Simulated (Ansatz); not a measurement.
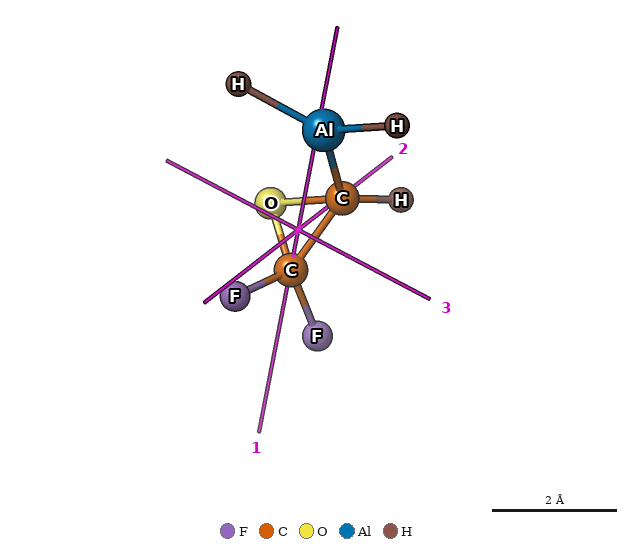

The three principal axes of inertia are drawn and numbered. Distant atoms are faded towards the background colour. The geometry was computed by an optimisation with PBE0-D4/def2-TZVP. No frequency run is at hand to confirm it as a minimum. Masses are those of the most abundant isotopes; constants are for the rigid equilibrium geometry.

> Which line is the a axis (least moment of inertia), which b and which c?

a is line 1, b is line 2, c is line 3; the moments are 84.2, 270, 296 u Å².

> What kind of rotor is it, and what are its rotational constants in GHz?

An asymmetric top (C1): A = 6.00, B = 1.87, C = 1.71 GHz. Ray's parameter κ is −0.92, close to the prolate limit.
